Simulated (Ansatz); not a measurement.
# CH$_{10}$NSi$_{2}$···Cl: what the fields show

```xyz
15

Si   -0.9061   -0.9261    0.1131
Cl    1.1787    0.8483    2.2037
H    -1.3764   -1.4423   -1.2191
H    -1.1029   -1.9960    1.1397
Si   -1.7192    1.2086    0.6726
H     1.2282   -0.2194    0.8829
N     0.9483   -0.8392   -0.0759
C     1.4577   -0.0930   -1.2625
H    -1.9298    1.3645    2.1384
H    -0.8585    2.2667    0.0605
H    -3.0640    1.2812   -0.0148
H     1.3860   -1.7680   -0.0073
H     1.0822    0.9390   -1.1995
H     2.5576   -0.0656   -1.2309
H     1.1182   -0.5587   -2.2010
```

Level of theory: Ansatz, RKS revPBE-D4/6-31G*.

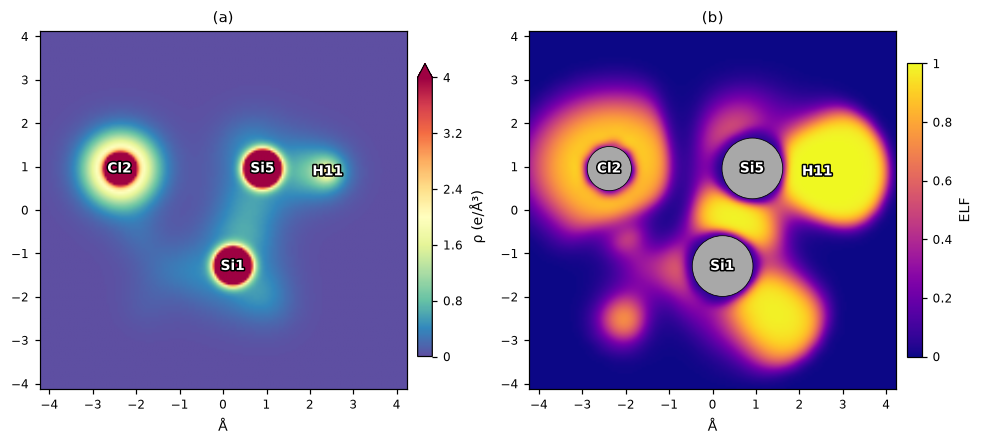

Figure 1. (a) electron density; (b) electron localisation function on the plane of atoms Si1, Si5 and H11. Grey discs cover the atomic cores in the ELF map.

> Read the bonding off the picture.

The section cuts through Si, Cl and H sites.
Si–Si (2.35 Å): ρ at the midpoint is about 0.62 e/Å³; the ELF peaks at about 1 between the atoms; localised, covalent bonding.
Si–H (1.51 Å): the density is about 0.75 e/Å³ at the midpoint; the ELF climbs to about 1 towards the hydrogen, as it does in any bond to H.

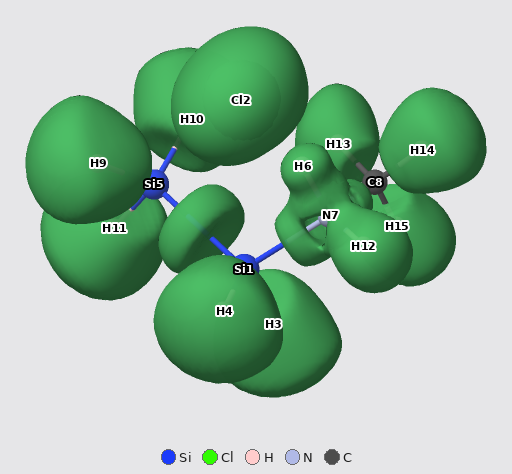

Figure 2. Isosurface of the ELF at 0.75 (green), seen across its widest extent. Only the valence region is drawn (cores and ρ < 0.01 e/Å³ removed).

> What do the ELF domains correspond to?

The surface consists of one region between bonded Si–Si atoms (shared pairs), eight regions around hydrogen nuclei, one region wrapped around Cl (its valence shell) and one joined region spread over several atoms (H, N), in which their bonds and any lone pairs are merged. Profiles from the grid: Cl2···H6 (1.70 Å): the ELF climbs to about 1 towards the hydrogen; by its geometry a hydrogen bond between the two molecules, with no shared pair. C–N (1.49 Å): the ELF peaks at about 0.90 between the atoms: localised, covalent bonding.

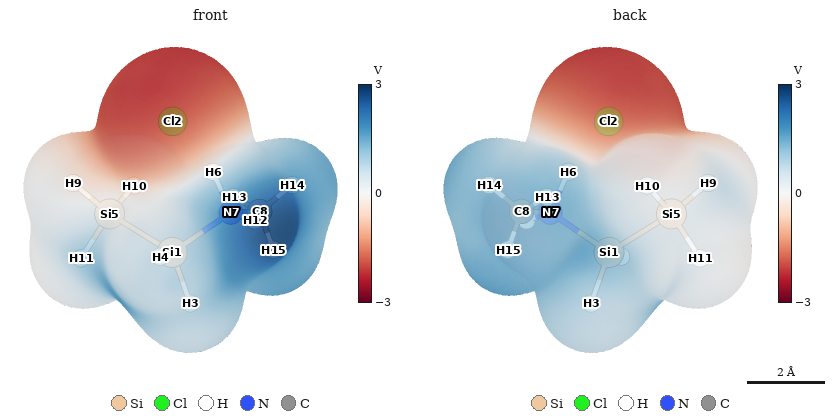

Figure 3. The molecular electrostatic potential painted on the density surface at 0.002 e/bohr³, seen from the front and from behind; red is negative and blue positive.

> Which sites attract a positive test charge, and which a negative one?

A positive charge is drawn to the negative regions and a negative charge to the positive ones. The most negative region (about −2.1 V) lies over Cl2, the most positive (about +2.8 V) over H12.
